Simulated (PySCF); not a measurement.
**C6H4NP (SMILES P#Cc1ccncc1): density, localisation and related maps**

The calculation's input:

```
{"job": {"kind": "nmr", "xc": "PBE0", "basis": "pcSseg-1"}, "charge": 0, "multiplicity": 1}
P      3.763409     0.393459    -0.065634
C      2.213589     0.232476    -0.041044
C      0.821216     0.086496    -0.016897
C     -0.024500     1.203583     0.012341
C     -1.390567     0.994027     0.035698
N     -1.951257    -0.204963     0.030280
C     -1.153988    -1.261154     0.002654
C      0.225723    -1.182067    -0.019911
H      0.390164     2.200189     0.016433
H     -2.077928     1.829859     0.060332
H     -1.652682    -2.221802    -0.000994
H      0.838019    -2.070787    -0.039284
```

Launched as:

```sh
OMP_NUM_THREADS=1 python probes_run.py task.json out
```

Geometry: GFN2-xTB.

Theory: PBE0/pcSseg-1, SCF density, gas phase, non-relativistic in PySCF.

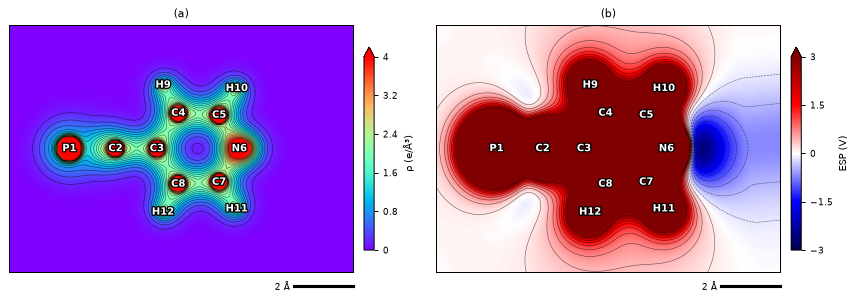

Figure 1. (a) electron density; (b) electrostatic potential on the molecular plane.

Q: Interpret the plot.

A: The plane passes through P, C, N and H nuclei. C–N (1.32 Å): ρ is about 2.5 e/Å³ halfway. C–C (1.38 Å): the density is about 2.1 e/Å³ at the midpoint. C–P (1.56 Å): ρ is about 1.5 e/Å³ halfway. C–H (1.08 Å): the density is about 2 e/Å³ at the midpoint. Outside the dense part of the molecule the potential is most negative (−2.6 V) near N6.

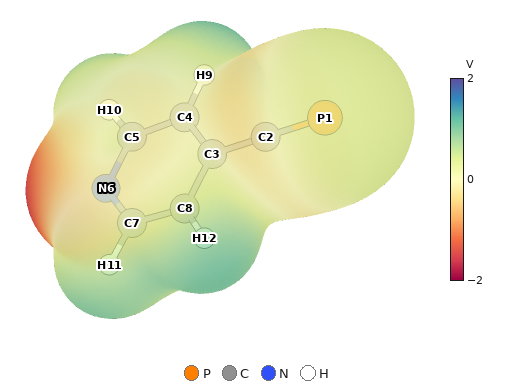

Figure 2. The molecular electrostatic potential painted on the density surface at 0.002 e/bohr³, seen at a tilt; the colour scale runs from red (negative) to blue (positive).

Q: Where is the surface potential most negative and most positive?

A: The most negative region (about −1.7 V) lies over N6, the most positive (about +1.2 V) over H9 and H12. N6 is the likeliest acceptor of a hydrogen bond.

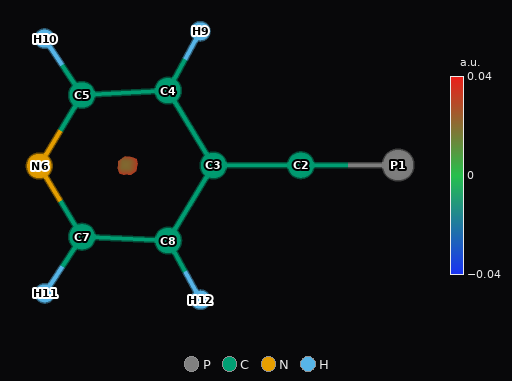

Figure 3. Non-covalent interaction (NCI) plot: the surface where the reduced density gradient is 0.5, for densities under 0.05 a.u., coloured by sign(λ₂)ρ; seen across its widest extent.

Q: Identify the weak interactions.

A: Inside the ring or cage of C3, C4, C5, N6, C7 and C8: steric crowding (red).
